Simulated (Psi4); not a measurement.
## Single-point calculation of SiF₂

System: SiF₂, SMILES F[Si]F.
Method: wB97M-V/def2-TZVP, RKS (Psi4 1.11).

The geometry comes from this level: PBE0-D4/def2-TZVP.

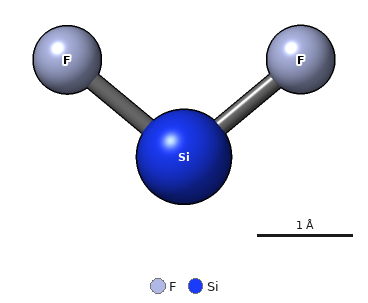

*The structure as given in the input (ball-and-stick view, seen on its broad side).*

Bond lengths as drawn: F–Si 1.60 Å.

Results in brief:

```tsv
quantity	value
outcome	converged
total energy	−489.319541 hartree
basis functions	99
HOMO	−10.48 eV
LUMO	−0.05 eV
dipole moment	1.19 D
hardware	1 thread of Intel Xeon (Granite Rapids), 64 GiB of memory available, shared host
wall time	23 s
peak memory	0.83 GiB
```

Input file (run_ase.py):
```python
import numpy as np
from ase.calculators.psi4 import Psi4
from ase import Atoms

a = Atoms(['F', 'Si', 'F'], positions=[
    [0.166300, 1.246800, 0.229400],
    [-0.594900, -0.046400, -0.330100],
    [0.428600, -1.200400, 0.100700],
])
calc = Psi4(atoms=a, method='wb97m-v', basis='def2-TZVP', memory='1600MB', num_threads=1, charge=0, multiplicity=1, label='psi4-calc')
calc.psi4.set_options({'puream': True, 'e_convergence': 1e-09, 'd_convergence': 1e-08, 'scf_type': 'pk', 'dft_radial_points': 99, 'dft_spherical_points': 590})
a.calc = calc

print(f'energy: {a.get_potential_energy():.6f} eV')
```

Launch command:
```bash
python run_ase.py
```

The program's output:
```
=> Loading Basis Set <=

    Name: DEF2-TZVP
    Role: ORBITAL
    Keyword: BASIS

         ---------------------------------------------------------
                                   SCF
                              RKS Reference
                        1 Threads,   1525 MiB Core
         ---------------------------------------------------------

  ==> Geometry <==

    Molecular point group: c1
    Full point group: C1

    Geometry (in Angstrom), charge = 0, multiplicity = 1:

       Center              X                  Y                   Z               Mass
    ------------   -----------------  -----------------  -----------------  -----------------
         F            0.247261366326     1.253114687170     0.274324099889    18.998403162730
         SI          -0.513938633674    -0.040085312830    -0.285175900111    27.976926534650
         F            0.509561366326    -1.194085312830     0.145624099889    18.998403162730

  Running in c1 symmetry.

  Rotational constants: A =      0.99991  B =      0.29216  C =      0.22610 [cm^-1]
  Rotational constants: A =  29976.59901  B =   8758.79539  C =   6778.26833 [MHz]
  Nuclear repulsion =  100.658413605206448

  Charge       = 0
  Multiplicity = 1
  Electrons    = 32
  Nalpha       = 16
  Nbeta        = 16

  ==> Algorithm <==

  SCF Algorithm Type is PK.
  DIIS enabled.
  MOM disabled.
  Fractional occupation disabled.
  Guess Type is SAD.
  Energy threshold   = 1.00e-09
  Density threshold  = 1.00e-08
  Integral threshold = 1.00e-12

  ==> Primary Basis <==

  Basis Set: DEF2-TZVP
    Blend: DEF2-TZVP
    Number of shells: 35
    Number of basis functions: 99
    Number of Cartesian functions: 114
    Spherical Harmonics?: true
    Max angular momentum: 3

  ==> DFT Potential <==

   => LibXC <=

    Version 7.1.2

   => Composite Functional: WB97M-V <=

    wB97M-V Hyb-GGA Exchange-Correlation Functional

    Deriv               =              1
    GGA                 =           TRUE
    Meta                =           TRUE

    Exchange Hybrid     =           TRUE
    MP2 Hybrid          =          FALSE

   => Exchange-Correlation Functionals <=

    1.0000   wB97M-V exchange-correlation functional

   => Exact (HF) Exchange <=

    0.8500            HF,LR [omega = 0.3000]
    0.1500               HF

   => LibXC Density Thresholds  <==

    XC_HYB_MGGA_XC_WB97M_V:  1.00E-13

   => VV10 Non-Local Parameters <=

    VV10 B              =     6.0000E+00
    VV10 C              =     1.0000E-02

   => Molecular Quadrature <=

    Radial Scheme          =       TREUTLER
    Pruning Scheme         =           NONE
    Nuclear Scheme         =       TREUTLER

    Blocking Scheme        =         OCTREE
    BS radius alpha        =              1
    Pruning alpha          =              1
    Radial Points          =             99
    Spherical Points       =            590
    Total Points           =         169136
    Total Blocks           =           1303
    Max Points             =            256
    Max Functions          =             97
    Weights Tolerance      =       1.00E-15

  ==> Integral Setup <==

  Using in-core PK algorithm.
   Calculation information:
      Number of atoms:                   3
      Number of AO shells:              35
      Number of primitives:             67
      Number of atomic orbitals:       114
      Number of basis functions:        99

      Integral cutoff                 1.00e-12
      Number of threads:                 1

  Performing in-core PK
  Using 36761175 doubles for integral storage.
  We computed 178588 shell quartets total.
  Whereas there are 198765 unique shell quartets.

  Computing range-separated integrals for PK
  We computed 178588 wK shell quartets total.
  Whereas there are 198765 wK unique shell quartets.

  ==> DiskJK: Disk-Based J/K Matrices <==

    J tasked:                  Yes
    K tasked:                  Yes
    wK tasked:                 Yes
    Omega:               3.000E-01
    Memory [MiB]:              732
    Schwarz Cutoff:          1E-12

  Cached 33.4% of DFT collocation blocks in 0.311 [GiB].

  Minimum eigenvalue in the overlap matrix is 4.5132769008E-03.
  Reciprocal condition number of the overlap matrix is 1.0377093887E-03.
    Using symmetric orthogonalization.

  ==> Pre-Iterations <==

  SCF Guess: Superposition of Atomic Densities via on-the-fly atomic UHF (no occupation information).

   -------------------------
    Irrep   Nso     Nmo
   -------------------------
     A         99      99
   -------------------------
    Total      99      99
   -------------------------

  ==> Iterations <==

                        Total Energy        Delta E     RMS |[F,P]|

   @RKS iter SAD:  -488.55336488141563   -4.88553e+02   0.00000e+00
   @RKS iter   1:  -489.23892878532604   -6.85564e-01   5.35310e-03 DIIS/ADIIS
   @RKS iter   2:  -489.22178999477757    1.71388e-02   6.14374e-03 DIIS/ADIIS
   @RKS iter   3:  -489.31924933710320   -9.74593e-02   3.77242e-04 DIIS/ADIIS
   @RKS iter   4:  -489.31951425431510   -2.64917e-04   7.04202e-05 DIIS
   @RKS iter   5:  -489.31954079324453   -2.65389e-05   5.56392e-06 DIIS
   @RKS iter   6:  -489.31954126795341   -4.74709e-07   2.28465e-06 DIIS
   @RKS iter   7:  -489.31954130981899   -4.18656e-08   3.53608e-07 DIIS
   @RKS iter   8:  -489.31954131169346   -1.87447e-09   1.22711e-07 DIIS
   @RKS iter   9:  -489.31954131181533   -1.21872e-10   2.80228e-08 DIIS
   @RKS iter  10:  -489.31954131182061   -5.28644e-12   2.27961e-08 DIIS
   @RKS iter  11:  -489.31954131182340   -2.78533e-12   2.00305e-09 DIIS
  Energy and wave function converged.

  ==> Post-Iterations <==

   Electrons on quadrature grid:
      Ntotal   =   31.9999988253 ; deviation = -1.175e-06

    Orbital Energies [Eh]
    ---------------------

    Doubly Occupied:

       1A    -66.478757     2A    -24.909180     3A    -24.909172
       4A     -5.504120     5A     -3.820085     6A     -3.817496
       7A     -3.814242     8A     -1.345795     9A     -1.324370
      10A     -0.682897    11A     -0.612742    12A     -0.587369
      13A     -0.583007    14A     -0.551543    15A     -0.534645
      16A     -0.385236

    Virtual:

      17A     -0.001730    18A      0.076965    19A      0.103315
      20A      0.236071    21A      0.237376    22A      0.277904
      23A      0.282840    24A      0.337371    25A      0.349598
      26A      0.419685    27A      0.444320    28A      0.464122
      29A      0.638971    30A      0.703321    31A      0.708548
      32A      0.725547    33A      0.736717    34A      0.779983
      35A      0.999268    36A      0.999299    37A      1.004040
      38A      1.010335    39A      1.016317    40A      1.017237
      41A      1.033922    42A      1.080978    43A      1.132201
      44A      1.134571    45A      1.157223    46A      1.224521
      47A      1.293795    48A      1.337397    49A      1.356385
      50A      1.451758    51A      1.676399    52A      2.060227
      53A      2.118460    54A      2.145582    55A      2.235355
      56A      2.492001    57A      2.519796    58A      2.539478
      59A      2.611720    60A      2.673850    61A      2.718608
      62A      3.361212    63A      3.361219    64A      3.386067
      65A      3.411918    66A      3.691170    67A      3.811796
      68A      4.049794    69A      4.099137    70A      6.064378
      71A      6.256718    72A      6.353124    73A      6.952669
      74A      6.956171    75A      6.974906    76A      6.976187
      77A      6.978572    78A      6.981697    79A      6.986787
      80A      7.002136    81A      7.008900    82A      7.015777
      83A      7.037063    84A      7.039693    85A      7.141191
      86A      7.301736    87A      8.376356    88A      8.417369
      89A      8.419629    90A      8.461116    91A      8.652140
      92A      8.660534    93A      8.674240    94A      8.736961
      95A      8.790613    96A      8.949579    97A     10.831361
      98A     57.306810    99A     57.362710

    Final Occupation by Irrep:
              A
    DOCC [    16 ]
    NA   [    16 ]
    NB   [    16 ]

  @RKS Final Energy:  -489.31954131182340

   => Energetics <=

    Nuclear Repulsion Energy =            100.6584136052064480
    One-Electron Energy =                -880.4817960901822289
    Two-Electron Energy =                 321.8884530439790410
    DFT Exchange-Correlation Energy =     -31.5195456015703748
    Empirical Dispersion Energy =           0.0000000000000000
    VV10 Nonlocal Energy =                  0.1349337307437525
    Total Energy =                       -489.3195413118234001

Computation Completed

Properties will be evaluated at   0.000000,   0.000000,   0.000000 [a0]

Properties computed using the SCF density matrix

 Multipole Moments:

 ------------------------------------------------------------------------------------
     Multipole            Electronic (a.u.)      Nuclear  (a.u.)        Total (a.u.)
 ------------------------------------------------------------------------------------

 L = 1.  Multiply by 2.5417464519 to convert [e a0] to [Debye]
 Dipole X            :          0.3152267           -0.7251565           -0.4099298
 Dipole Y            :          0.0245992           -0.0565595           -0.0319603
 Dipole Z            :          0.1749154           -0.4023771           -0.2274617
 Magnitude           :                                                    0.4698965

 ------------------------------------------------------------------------------------

	total time  =         21 seconds =       0.35 minutes
```

Standard output:
```
energy: -13315.062928 eV
```

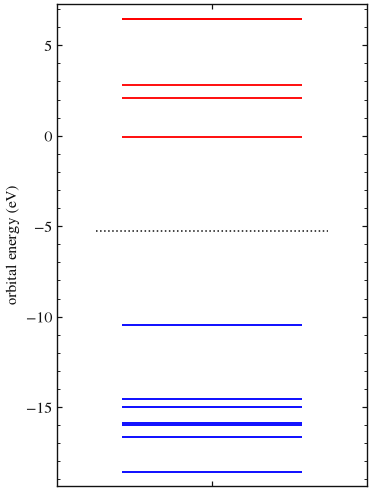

*Orbital energies near the frontier; the dotted line parts filled from empty levels, and levels within 0.02 eV of each other stand side by side.*

Highest filled −10.48 eV, lowest empty −0.05 eV, 10.43 eV apart.
